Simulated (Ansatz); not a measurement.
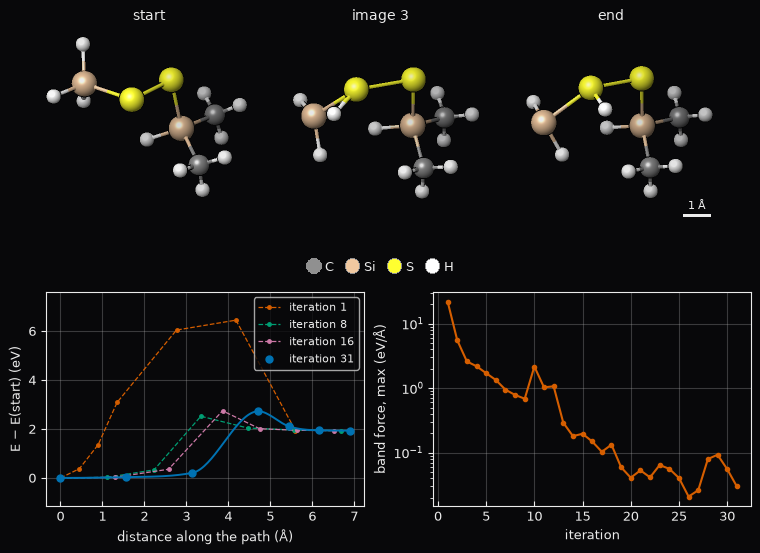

A nudged-elastic-band calculation for C₂H₁₀S₂Si₂. Images are numbered from 0 (start) to 6 (end). The plot follows the band through its iterations. The picture is a ball-and-stick view, seen from a free direction.

Level of theory: Ansatz 0.2.0, RKS B3LYP-D4/6-31G*. Settings: 5 movable images; climbing image; force threshold 0.03 eV/Å; iteration limit 60; starting path through a guess of the saddle point.

Did the band converge, and can the barrier be trusted?

The result is final at these settings. The band converged in 31 iterations. The largest component of the band force went from 22 to 0.03 eV/Å. The climbing image converged on the top of the path. Its vibrational analysis gives one imaginary mode (918i cm⁻¹), as a transition state must have. The first iteration put the highest image at 6.45 eV. Forward barrier 2.72 eV, backward barrier 0.79 eV, with image 3 at the top; the reaction energy is +1.93 eV.

The run took 8.5 min on 2 threads of Intel(R) Xeon(R) 6975P-C (Granite Rapids), on a shared host, peak memory 0.39 GiB.
